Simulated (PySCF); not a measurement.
Dissociation curve of SMILES [SnH4], singlet. The Sn1–H5 bond (Sn1 also carries H, H, H; H5 carries nothing else) is stretched with both fragments frozen at the PBE0/def2-TZVP, def2 effective core potentials past Kr optimised geometry.

```
5

Sn     0.0000     0.0000     0.0000
H      1.3912    -0.8032    -0.5680
H     -1.3912    -0.8032    -0.5680
H      0.0000     1.6064    -0.5680
H      0.0000     0.0000     1.7039
```

Levels: RKS-B3LYP = restricted B3LYP/def2-SVP, def2 effective core potentials past Kr in PySCF; UCCSD(T) = CCSD(T) on UHF/def2-SVP, 4 core orbitals frozen, def2 effective core potentials past Kr run with PySCF; UHF/3-21G = unrestricted Hartree-Fock/3-21G run with PySCF 2.14.0; UKS-PBE0 = unrestricted PBE0/def2-SVP, def2 effective core potentials past Kr (PySCF); RMP2 = MP2 on RHF/def2-SVP, 4 core orbitals frozen, def2 effective core potentials past Kr (PySCF 2.14.0).

Energies are in kcal/mol, each relative to the lowest point of its own curve near equilibrium.

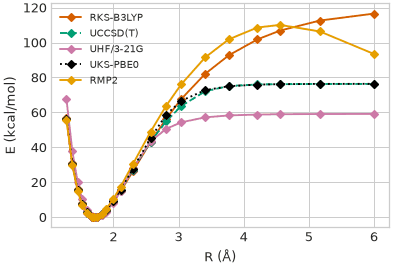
Energy against bond length for each method.

```csv
R / Å,RKS-B3LYP,UCCSD(T),UHF/3-21G,UKS-PBE0,RMP2
1.28,56.8,56.3,67.4,56.4,55.8
1.37,30.9,30.3,37.7,30.5,29.8
1.45,16.1,15.6,20.4,15.8,15.2
1.52,7.9,7.5,10.6,7.6,7.1
1.59,2.9,2.7,4.4,2.8,2.4
1.67,0.3,0.2,0.8,0.3,0.2
1.70,0.0,0.0,0.2,0.0,0.0
1.75,0.1,0.2,0.0,0.2,0.4
1.82,1.4,1.7,1.0,1.6,2.1
1.89,3.7,4.2,3.2,4.1,4.8
2.00,8.7,9.4,8.4,9.4,10.5
2.11,14.8,15.6,15.0,15.7,17.4
2.30,26.4,27.2,28.1,27.9,30.4
2.57,43.0,43.2,43.4,45.2,48.9
2.81,56.4,54.9,50.6,58.7,63.7
3.04,67.6,63.6,54.3,66.6,76.0
3.41,82.1,72.1,57.2,72.8,91.5
3.77,92.6,75.1,58.3,75.0,101.8
4.21,101.8,76.0,58.8,75.9,108.6
4.56,106.9,76.2,59.0,76.2,110.1
5.17,112.6,76.3,59.1,76.3,106.3
6.00,116.6,76.3,59.1,76.4,93.5
```

At the longest distance, 6.00 Å, RKS-B3LYP lies highest above its minimum (116.6 kcal/mol) and UHF/3-21G lowest (59.1 kcal/mol).

The RMP2 curve passes through a maximum at 4.56 Å and then falls by 16.6 kcal/mol up to the last usable point.

At the longest distance RKS-B3LYP leaves fractional charges on the fragments, a sign of delocalisation error or of the restricted form. The restricted form behind RKS-B3LYP, RMP2 keeps the bonding electrons paired and can't separate into open-shell fragments. The unrestricted determinant behind UCCSD(T), UHF/3-21G is spin-contaminated at 2.57 to 6.00 Å (<S²> up to 1.0, against 0.00 for a pure singlet). The unrestricted determinant behind UKS-PBE0 is spin-contaminated at 2.81 to 6.00 Å (<S²> up to 1.0, against 0.00 for a pure singlet). The T1 diagnostic of CCSD on the restricted reference of RMP2 exceeds 0.045 at 3.77 to 6.00 Å.
